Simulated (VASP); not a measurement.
Band structure of HfTi (space group P-6m2). Computed with r2SCAN meta-GGA, VASP's PBE PAW potentials (set 64) (plane waves; VASP 6.6.1).

Unless said otherwise, spin-orbit coupling is left out, though it shifts the bands of the heavy elements here.

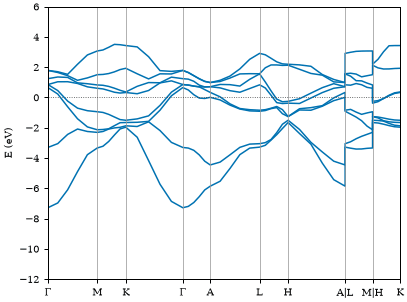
*Bands along high-symmetry lines, zero at the valence-band maximum or, without a gap, the Fermi level*

Q: Read the plot: is there a gap, and where are the band edges?

A: It has no gap at this level: it comes out as a metal or semimetal.

The structure comes from a computed database's HfTi entry (P-6m2); how it stands against other phases isn't given here. It was relaxed first.
